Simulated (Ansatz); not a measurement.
**Geometry relaxation of CH7FGe (part 2 of 2)**

CH7FGe; RKS B3LYP/def2-SVP (Ansatz 0.2.0). The input holds or restrains some coordinates. Forces given for the steps count only the free coordinates. It belongs to a series of runs on one base structure; here: pulled along the bonds that form and break, towards end B.

Geometry of the input (Å):
```
Ge 0.0000  0.0000  0.0000
C  0.0000  0.0000  2.3100
H  -0.9996  -0.3092  2.6805
H  0.7676  -0.7111  2.6805
H  0.2320  1.0203  2.6805
H  1.4616  0.0000  -0.5162
H  -0.7300  1.2648  -0.5162
H  -0.7300  -1.2648  -0.5162
F  0.7368  -1.7285  0.6243
H  0.5078  -1.1914  1.7500
```

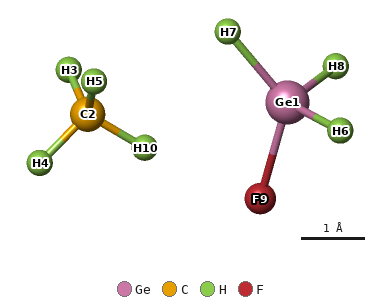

**Figure 1.** The geometry at step 9 of the log (ball-and-stick view, seen at a tilt; atoms are numbered from 1 in the order of the input).

## Trajectory as extended XYZ, continued
```
10
Properties=species:S:1:pos:R:3:forces:R:3 step=2 energy=-60373.16515
Ge    0.0282   -0.0707   -0.1794   -0.1015   0.1623   0.6923
C     0.0030   -0.0261    2.4547   -1.2977   0.0932  -2.3920
H    -1.0123   -0.3168    2.6963   -0.1008  -0.2847   0.6086
H     0.7904   -0.7178    2.7273    1.3993  -0.2571   3.1395
H     0.2401    1.0214    2.6904    0.6365  -0.4578  -0.3087
H     1.4783    0.0124   -0.5293    0.7245   0.9184  -0.6929
H    -0.7302    1.2679   -0.5120    0.0590   0.0761   0.6362
H    -0.7593   -1.2696   -0.5405   -1.7203  -0.0495  -1.3102
F     0.7471   -1.7354    0.5011    1.0608  -1.2784   2.6808
H     0.4610   -1.0850    1.8686   -0.6598   1.0777  -3.0535
10
Properties=species:S:1:pos:R:3:forces:R:3 step=3 energy=-60372.98750
Ge    0.0660   -0.1554   -0.3147   -0.3170   0.9172   0.4688
C    -0.0033   -0.0460    2.5823   -0.1400  -0.0862  -1.3668
H    -1.0244   -0.3266    2.7197   -0.6305  -0.3820   1.0726
H     0.8189   -0.7240    2.8129    1.2976  -0.0222   4.2426
H     0.2538    1.0168    2.6781    0.4608  -0.4776  -0.6394
H     1.5042    0.0325   -0.5521    1.2347   1.0358  -0.9878
H    -0.7221    1.2573   -0.4916    0.3669  -0.5113   0.7567
H    -0.8026   -1.2827   -0.5771   -2.2504  -0.5844  -1.6303
F     0.7659   -1.7456    0.3345    1.0791  -1.1038   1.9700
H     0.3898   -0.9462    1.9852   -1.1012   1.2145  -3.8864
10
Properties=species:S:1:pos:R:3:forces:R:3 step=4 energy=-60374.37800
Ge    0.1122   -0.2599   -0.4149   -0.5523   1.2912  -0.0604
C    -0.0059   -0.0487    2.6986    0.7831  -1.2887  -0.6732
H    -1.0513   -0.3307    2.8093   -0.0316   0.0603   1.0490
H     0.8269   -0.7296    3.0075   -0.2356   0.7161   3.1548
H     0.2676    1.0078    2.6347    0.1033  -0.2470  -0.3173
H     1.5548    0.0936   -0.6303    0.6356   0.7537  -1.0448
H    -0.6846    1.2013   -0.4279    0.4815  -0.8874   0.7460
H    -0.9224   -1.2896   -0.6935   -1.4003  -0.1019  -1.4140
F     0.8246   -1.7602    0.2152    0.8882  -1.1600   1.8463
H     0.3244   -0.8039    1.9785   -0.6719   0.8637  -3.2864
10
Properties=species:S:1:pos:R:3:forces:R:3 step=5 energy=-60375.70038
Ge    0.1385   -0.3177   -0.4320   -0.6608   1.2928  -0.7519
C     0.0090   -0.0671    2.7248    0.9830  -1.5347  -0.9856
H    -1.0389   -0.3264    2.8918    0.0032   0.2013   0.7511
H     0.7921   -0.6947    3.1961   -0.4851   0.6964   1.7810
H     0.2703    0.9923    2.6303   -0.0619  -0.1351  -0.0093
H     1.5734    0.1391   -0.7212    0.0727   0.3701  -0.9225
H    -0.6496    1.1321   -0.3603    0.4151  -0.8189   0.8556
H    -0.9935   -1.2715   -0.8079   -0.5130   0.2337  -1.1071
F     0.8603   -1.7880    0.1794    0.7162  -1.1443   1.7401
H     0.2845   -0.7180    1.8763   -0.4693   0.8387  -1.3514
10
Properties=species:S:1:pos:R:3:forces:R:3 step=6 energy=-60376.69360
Ge    0.1653   -0.3749   -0.4458   -0.7065   1.2851  -1.4679
C     0.0363   -0.0982    2.7191   -0.4758  -0.2571  -0.1278
H    -1.0249   -0.3092    2.9693    0.4499   0.2717   0.1874
H     0.7356   -0.6264    3.3578    0.1175   0.0588   0.8996
H     0.2691    0.9708    2.6370   -0.0934  -0.0453   0.0694
H     1.5633    0.1674   -0.8740   -0.3674  -0.0198  -0.6942
H    -0.6042    1.0350   -0.1975    0.3761  -0.7807   0.8468
H    -1.0230   -1.2342   -0.9796    0.2284   0.3916  -0.7271
F     0.8873   -1.8172    0.1929    0.4675  -0.8910   1.5367
H     0.2413   -0.6330    1.7981    0.0037  -0.0132  -0.5229
10
Properties=species:S:1:pos:R:3:forces:R:3 step=7 energy=-60377.10587
Ge    0.1655   -0.3878   -0.4465   -0.7389   1.3181  -1.5630
C     0.0376   -0.0925    2.7195   -0.1777  -0.3993  -0.0193
H    -1.0360   -0.2871    2.9118    0.3336   0.2299   0.1580
H     0.6829   -0.5619    3.4639   -0.0654   0.1821   0.6620
H     0.2653    0.9734    2.5917   -0.0730  -0.0521   0.0598
H     1.5218    0.1594   -0.9945   -0.4744  -0.0276  -0.4858
H    -0.5843    0.9816   -0.0059    0.4750  -0.9563   0.5531
H    -1.0074   -1.1971   -1.0891    0.2985   0.4558  -0.5092
F     0.8855   -1.8319    0.1837    0.3963  -0.7606   1.4222
H     0.3154   -0.6759    1.8425    0.0260   0.0099  -0.2777
10
Properties=species:S:1:pos:R:3:forces:R:3 step=8 energy=-60377.50783
Ge    0.1726   -0.4132   -0.4584   -0.6901   1.2771  -1.7793
C     0.0329   -0.0897    2.7181    0.9105  -0.5511   0.8452
H    -1.0196   -0.2549    2.9116   -0.5471   0.0101   0.1317
H     0.6434   -0.5093    3.5526   -0.3893   0.3833  -0.1392
H     0.2525    0.9695    2.5778    0.0365   0.1884  -0.0313
H     1.4613    0.1672   -1.1165   -0.3933  -0.1018  -0.2637
H    -0.5362    0.8722    0.1479    0.3522  -0.7573   0.3673
H    -0.9821   -1.1332   -1.2225    0.3288   0.3203  -0.2576
F     0.8840   -1.8412    0.2041    0.3226  -0.6692   1.1950
H     0.3374   -0.6873    1.8625    0.0690  -0.0999  -0.0682
10
Properties=species:S:1:pos:R:3:forces:R:3 step=9 energy=-60377.74783
Ge    0.1724   -0.4211   -0.4628   -0.6395   1.1531  -1.8908
C     0.0428   -0.0860    2.7211   -0.3101  -0.1810   0.5961
H    -1.0477   -0.2352    2.9011    0.4823   0.1250  -0.1844
H     0.5907   -0.4388    3.6002    0.0291   0.0784   0.3343
H     0.2670    0.9783    2.5491   -0.0370  -0.1565  -0.0430
H     1.3982    0.1649   -1.2135   -0.2378  -0.0161  -0.0680
H    -0.4971    0.7612    0.3074    0.2417  -0.5378   0.1178
H    -0.9433   -1.0712   -1.3275    0.1766   0.2130  -0.0761
F     0.8776   -1.8471    0.1998    0.3333  -0.7025   1.0534
H     0.3857   -0.7249    1.9024   -0.0386   0.0244   0.1608
10
Properties=species:S:1:pos:R:3:forces:R:3 step=10 energy=-60377.89842
Ge    0.1418   -0.4241   -0.4666   -0.6204   1.1119  -1.8286
C     0.0800   -0.0912    2.7137   -0.0546  -0.1747   0.7823
H    -1.0191   -0.2413    2.7753    0.3707   0.0772  -0.1509
H     0.5095   -0.3212    3.7012   -0.0492   0.0970   0.0939
H     0.3116    0.9544    2.4594   -0.0234  -0.1367  -0.0061
H     1.3614    0.2058   -1.1917   -0.1696  -0.0464   0.0534
H    -0.5422    0.6569    0.4017    0.1424  -0.3790   0.0271
H    -0.9312   -0.9954   -1.4377    0.1834   0.1319   0.0430
F     0.7995   -1.8622    0.2109    0.3302  -0.7786   0.8591
H     0.5349   -0.8016    2.0111   -0.1095   0.0974   0.1267
10
Properties=species:S:1:pos:R:3:forces:R:3 step=11 energy=-60377.96600
Ge    0.0974   -0.4172   -0.4721   -0.5200   0.9927  -1.6785
C     0.1307   -0.0987    2.7069    0.0283  -0.3286   1.1968
H    -0.9689   -0.2791    2.6231    0.6098   0.0623  -0.0228
H     0.4243   -0.2372    3.7832   -0.2084   0.1393  -0.6342
H     0.3617    0.9373    2.4098    0.0047  -0.1687   0.0444
H     1.3399    0.2250   -1.1431   -0.1302  -0.0418   0.1120
H    -0.6190    0.5953    0.4383    0.0859  -0.2639  -0.0371
H    -0.9155   -0.9440   -1.5285    0.1525   0.0908   0.0983
F     0.6926   -1.8617    0.2476    0.3028  -0.8150   0.6819
H     0.7032   -0.8395    2.1121   -0.3254   0.3328   0.2392
10
Properties=species:S:1:pos:R:3:forces:R:3 step=12 energy=-60378.03363
Ge    0.0511   -0.4246   -0.4765   -0.3754   0.9572  -1.3153
C     0.1795   -0.0892    2.6935    0.1278  -0.2152   0.9293
H    -0.9077   -0.2772    2.6024    0.2936   0.0456   0.0024
H     0.4596   -0.1807    3.7668   -0.0923   0.0789  -0.3439
H     0.4117    0.9312    2.3529    0.0135  -0.0939   0.0280
H     1.3500    0.2666   -0.9479   -0.0738  -0.0259   0.0354
H    -0.7732    0.4915    0.4340   -0.0220  -0.1360  -0.0601
H    -0.8265   -0.9032   -1.6571    0.0983   0.0393   0.0070
F     0.5565   -1.8829    0.2821    0.2490  -0.9220   0.5309
H     0.7452   -0.8514    2.1272   -0.2186   0.2720   0.1864
10
Properties=species:S:1:pos:R:3:forces:R:3 step=13 energy=-60378.07924
Ge    0.0191   -0.4266   -0.4686   -0.3770   0.8808  -1.3250
C     0.2192   -0.0792    2.6926    0.2199  -0.1061   0.5558
H    -0.8632   -0.2449    2.6196   -0.0307   0.0250   0.0041
H     0.5114   -0.1465    3.7517    0.0248   0.0287   0.0052
H     0.4705    0.9236    2.3194    0.0120  -0.0331  -0.0056
H     1.3481    0.3000   -0.8037   -0.1812  -0.0497   0.1387
H    -0.9426    0.3952    0.4049    0.0742  -0.0945  -0.1094
H    -0.7138   -0.8692   -1.7679    0.1370   0.0659   0.1440
F     0.4518   -1.9055    0.2988    0.2212  -0.9123   0.4308
H     0.7457   -0.8669    2.1305   -0.1002   0.1952   0.1614
10
Properties=species:S:1:pos:R:3:forces:R:3 step=14 energy=-60378.11712
Ge   -0.0141   -0.4384   -0.4637   -0.3392   0.9279  -1.1436
C     0.2511   -0.0684    2.6834    0.1550  -0.1198   0.4109
H    -0.8441   -0.1472    2.6537    0.0034   0.0278   0.0222
H     0.5794   -0.1199    3.7317    0.0323   0.0191   0.0206
H     0.5652    0.8974    2.2611    0.0062  -0.0415  -0.0033
H     1.3000    0.3635   -0.6203   -0.1475  -0.0436   0.0769
H    -1.0906    0.2808    0.3650    0.0520  -0.0585  -0.0883
H    -0.5941   -0.8431   -1.8448    0.0930   0.0503   0.1056
F     0.4034   -1.9306    0.2834    0.2288  -0.9921   0.4031
H     0.6900   -0.9141    2.1278   -0.0840   0.2305   0.1959
10
Properties=species:S:1:pos:R:3:forces:R:3 step=15 energy=-60378.13711
Ge   -0.0413   -0.4445   -0.4589   -0.3224   1.0448  -1.1040
C     0.2758   -0.0660    2.6792    0.0874  -0.2082   0.2972
H    -0.8293   -0.0453    2.7358    0.2603   0.0349  -0.0258
H     0.6788   -0.0724    3.7080   -0.0244  -0.0235  -0.1521
H     0.6444    0.8416    2.1660   -0.0945  -0.2000   0.0942
H     1.2361    0.4328   -0.4504   -0.1841  -0.0952   0.0408
H    -1.2327    0.1767    0.2982    0.1092  -0.0714  -0.0855
H    -0.4531   -0.8067   -1.9135    0.0646   0.0516   0.1710
F     0.3680   -1.9475    0.2672    0.2457  -1.0545   0.3899
H     0.5995   -0.9886    2.1457   -0.1418   0.5214   0.3743
10
Properties=species:S:1:pos:R:3:forces:R:3 step=16 energy=-60378.15585
Ge   -0.0617   -0.4534   -0.4572   -0.3282   0.9463  -0.9423
C     0.2951   -0.0594    2.6738    0.1075  -0.0818   0.3382
H    -0.7971    0.0300    2.7554   -0.0031  -0.0138   0.0244
H     0.7297   -0.0852    3.6839   -0.0065   0.0015   0.0131
H     0.6916    0.8186    2.1456    0.0210  -0.0124   0.0054
H     1.1669    0.4613   -0.3400    0.0026   0.0061   0.0048
H    -1.3099    0.1030    0.2405   -0.0070  -0.0049   0.0014
H    -0.3645   -0.7841   -1.9331    0.0083  -0.0056  -0.0035
F     0.3409   -1.9602    0.2653    0.2573  -1.0656   0.3666
H     0.5551   -0.9904    2.1430   -0.0519   0.2301   0.1919
```
